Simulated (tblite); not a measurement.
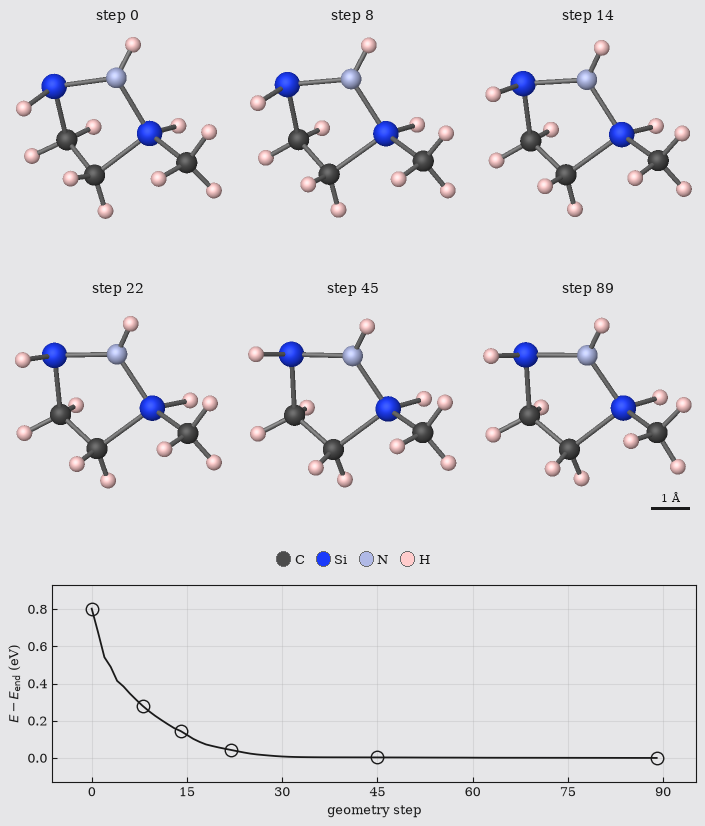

Frames of a relaxation of C3H10NSi2 (multiplicity 2), marked on the history of the run. The picture is a ball-and-stick view, seen at a tilt.

All numbers below come from tblite 0.8.0, GFN2-xTB geometry optimisation, gas phase. 

Question: Describe the path.

Answer: Over 89 geometry steps the energy falls by 0.803 eV. The largest move after the best rigid fit is that of an H atom, 0.68 Å. By element the largest moves are H 0.68 Å, C 0.28 Å, N 0.24 Å, Si 0.19 Å. Among the contacts that change: N–Si 1.796 → 1.733 Å, H–N 1.032 → 1.004 Å, C–H 1.113 → 1.086 Å, C–Si 1.876 → 1.902 Å. Among the angles between lasting bonds that change: Si–N–Si 103.8° → 116.9°, Si–C–C 98.4° → 108.6°, C–Si–H 105.4° → 115.5°. The run took 0.5 s on 1 thread of Arm Neoverse V2, with other jobs on the host. From step 0 to 8: the N atom moves most (0.22 Å), energy −0.522 eV. From step 8 to 14: an H atom moves most (0.23 Å), energy −0.136 eV. From step 14 to 22: an H atom moves most (0.20 Å), energy −0.102 eV. From step 22 to 45: an H atom moves most (0.18 Å), energy −0.040 eV. From step 45 to 89: an H atom moves most (0.18 Å), energy −0.003 eV.

```csv
step,"E − E(0), eV"
0,0.0000
1,-0.1273
2,-0.2613
3,-0.3136
4,-0.3881
5,-0.4182
6,-0.4560
7,-0.4897
8,-0.5218
9,-0.5507
10,-0.5763
14,-0.6578
18,-0.7299
22,-0.7600
27,-0.7868
31,-0.7963
35,-0.7987
39,-0.7993
43,-0.7995
47,-0.7998
52,-0.8004
56,-0.8007
60,-0.8011
64,-0.8015
68,-0.8016
72,-0.8018
77,-0.8020
81,-0.8021
85,-0.8024
89,-0.8025
```
